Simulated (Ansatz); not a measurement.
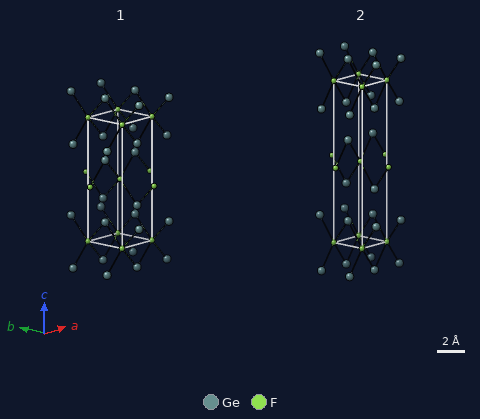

Two geometries of crystalline Ge₂F (a generated structure, set up in P4_2/nmc), drawn at one scale. One is the start of a relaxation, the other its converged end. Style: ball-and-stick. Shown: the cell of the calculation, from a free direction.

Computed with DFT PBE, scalar-relativistic, plane waves, PAW (Ansatz). (plane-wave cutoff 420 eV; k-point mesh 12 × 12 × 4; occupations gaussian; smearing width 0.1 eV; no spin polarisation; cell and atoms relaxed; force threshold 0.01 eV/Å; at most 80 steps)

Question: Which geometry has the lower energy?

Answer: Structure 2 is the relaxed one. The largest moves relative to the cell, 0.38 Å, are those of Ge atoms. F stays in place. Cell: a = b 3.414 → 2.831 Å (−17.1 %), c 9.617 → 12.558 Å (+30.6 %). Volume −10.2 %. Among the contacts that change: F–Ge 2.455 → 2.387 Å. The space group stays P4_2/nmc (No. 137). Over 23 accepted moves (28 points after the start) the energy falls by 116 meV per atom. Largest force component: 0.044 eV/Å at the start, under 0.0001 eV/Å at the end. Pressure: 0.49 GPa at the start and 0.00 GPa at the end. The line search rejected the trial steps at points 20, 21 of the run. The SCF was repeated 3 times at an unchanged geometry on a basis and grid sized afresh for the cell, which shifted the energy by 32.7 meV per atom at most. Cost: 5.9 min on 1 thread of Intel(R) Xeon(R) 6975P-C (Granite Rapids), with other jobs on the host, peak memory 0.63 GiB.
